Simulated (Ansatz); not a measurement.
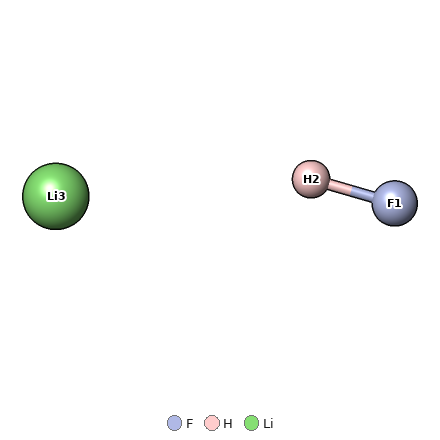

The system is F + HLi, spin multiplicity 2; the picture shows the reference structure. The first coordinate is: distance F1–H2; the second: distance H2–Li3. Nothing is relaxed (the angle F1–H2–Li3 is fixed at 160 degrees). Grid: 14 × 14 points. Points are written as (first, second). Energies: kJ/mol, counted from F far from the relaxed HLi (each part in its own basis). Theory: UKS CAM-B3LYP-D4/aug-cc-pVTZ (Ansatz).

Its coordinates:

```yaml
atoms:
  - { symbol: F, position_ang: [-0.9390, 0.0000, 0.0000] }
  - { symbol: H, position_ang: [0.0000, 0.0000, 0.0000] }
  - { symbol: Li, position_ang: [2.5936, 0.9440, 0.0000] }
```

Range: distance F1–H2 from 0.728 to 3.128 Å; distance H2–Li3 from 1.272 to 3.672 Å.

What landscape does the calculation give?

Answer. The lowest grid point is at (0.939 Å, 2.760 Å), −346 kJ/mol from F far from the relaxed HLi (each part in its own basis). The highest grid point, (3.128 Å, 3.672 Å), lies 510 kJ/mol above the lowest.

```csv
"distance H2–Li3 ↓, distance F1–H2 →",0.728,0.814,0.939,1.085,1.247,1.421,1.606,1.801,2.005,2.216,2.434,2.660,2.891,3.128
3.672,−159,−296,−342,−294,−201,−102,−19,41,84,114,134,147,157,165
3.435,−159,−297,−343,−296,−206,−111,−33,24,65,95,116,132,143,152
3.204,−159,−297,−345,−299,−212,−123,−49,5,45,74,96,113,126,136
2.978,−158,−297,−345,−302,−220,−135,−67,−16,22,51,74,92,105,116
2.760,−157,−296,−346,−305,−227,−149,−86,−38,−1,27,50,68,82,93
2.549,−153,−293,−344,−308,−235,−164,−105,−61,−25,3,25,43,58,69
2.345,−147,−288,−341,−309,−243,−178,−126,−84,−50,−22,0,18,32,43
2.150,−138,−280,−335,−307,−248,−192,−144,−105,−73,−46,−24,−6,8,19
1.965,−124,−266,−324,−301,−250,−201,−159,−122,−91,−65,−43,−26,−12,−2
1.791,−107,−249,−309,−291,−248,−206,−169,−135,−105,−79,−58,−41,−28,−18
1.629,−85,−227,−287,−273,−238,−204,−172,−140,−111,−86,−65,−48,−35,−25
1.483,−58,−198,−257,−247,−219,−191,−163,−133,−105,−80,−59,−43,−30,−20
1.358,−27,−165,−221,−211,−188,−166,−141,−113,−85,−61,−40,−23,−11,−1
1.272,1,−135,−188,−176,−156,−138,−115,−88,−60,−36,−15,2,15,24
```

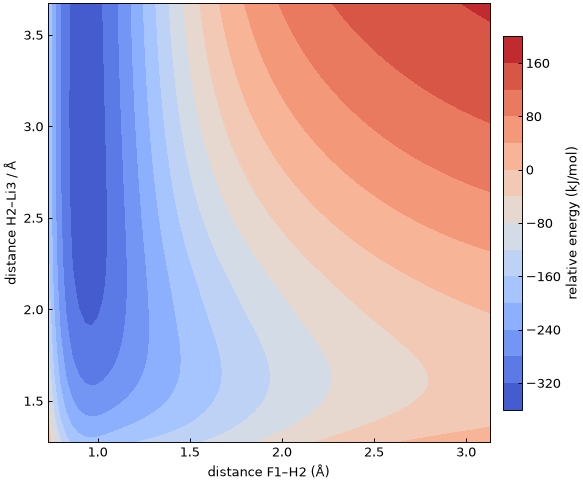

Drawn: filled contours. Between grid points the surface is interpolated.

Each point was launched as `ansatz run input.yaml --threads 1 --pin off --max-ram 2560MiB --backend cpu --events-out ev --progress --plain --runs-dir out`. Time for the 196 points that were run: 17 min on 1 thread of Arm Neoverse V1, on a shared host.
